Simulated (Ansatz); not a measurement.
The crystal is SnO2 (Cassiterite).

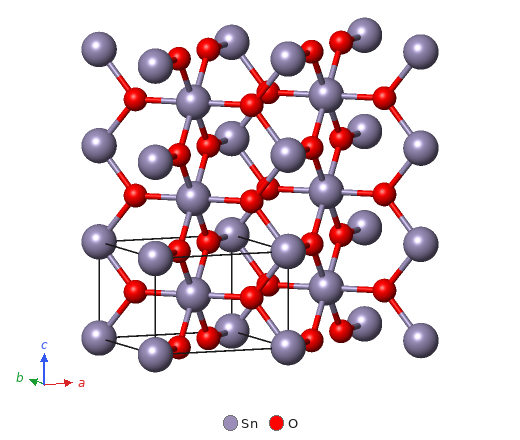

The structure (tin purple, oxygen red). 2×1×3 cells are drawn. Some periodic images of atoms are drawn too.

The structure is tetragonal, space group P4_2/mnm (No. 136). The conventional cell has a = 4.738 Å, b = 4.738 Å, c = 3.187 Å, α = 90.00°, β = 90.00°, γ = 90.00°. Nearest to Sn lie 6 O at 2.05 to 2.06 Å. O has 3 Sn at 2.05 to 2.06 Å nearest. Farther neighbours and most contacts between anions are not listed.

```cif
data_structure
_symmetry_space_group_name_H-M 'P 1'
_symmetry_Int_Tables_number 1
_cell_length_a 4.7380
_cell_length_b 4.7380
_cell_length_c 3.1865
_cell_angle_alpha 90.000
_cell_angle_beta 90.000
_cell_angle_gamma 90.000
_cell_volume 71.53
loop_
_atom_site_label
_atom_site_type_symbol
_atom_site_fract_x
_atom_site_fract_y
_atom_site_fract_z
_atom_site_occupancy
Sn1 Sn 0.00000 0.00000 0.00000 1
Sn2 Sn 0.50000 0.50000 0.50000 1
O3 O 0.30710 0.30710 0.00000 1
O4 O 0.19290 0.80710 0.50000 1
O5 O 0.69290 0.69290 0.00000 1
O6 O 0.80710 0.19290 0.50000 1
```

The cell and positions come from the Crystallography Open Database and are kept as given unless a step says otherwise. PAW set soft_1, made with PBE.

Gaps computed with Ansatz 0.2.0 without a self-energy: LDA 1.14 eV, PBE 1.28 eV and PBE0 3.76 eV. The mean ε∞ by PBE perturbation theory is 4.45.

Question: Estimate the G0W0@PBE gap with 4×4×6 mesh, 566 empty bands, screening to 230 eV, default PAW files.

About 2.84 eV: on its mesh the run moves the gap from 1.28 eV by +1.56 eV. Among the scalar-relativistic levels given, PBE0 is nearest (+0.92 eV). One-shot corrections scale roughly with one over ε∞, here 0.22. Bands and cutoff are finite, so the gap is not at the basis limit. The miss can reach some tenths of an eV and take either sign; the mesh is an error of its own. The many-body steps are scalar-relativistic: spin-orbit coupling is not in them.

[Paths, hosts, dates, memory and timing lines, banners, echoed tables and standing remarks are left out of the program output.]

[Logs are printed without paths, hosts, clocks, repeated set-up lines and the standing remarks that a program may print on its own settings, such as how far it seeks lower states.]

[Runs of the session that timed out or met a known fault of the program may be left out.]

[Cells called generated may have been cut or substituted from an entry of the Crystallography Open Database or the Materials Project.]

[Hosts, paths, dates, database ids (printed as entryN), source tags and the programs' standing remarks are cut or masked in the printed files.]
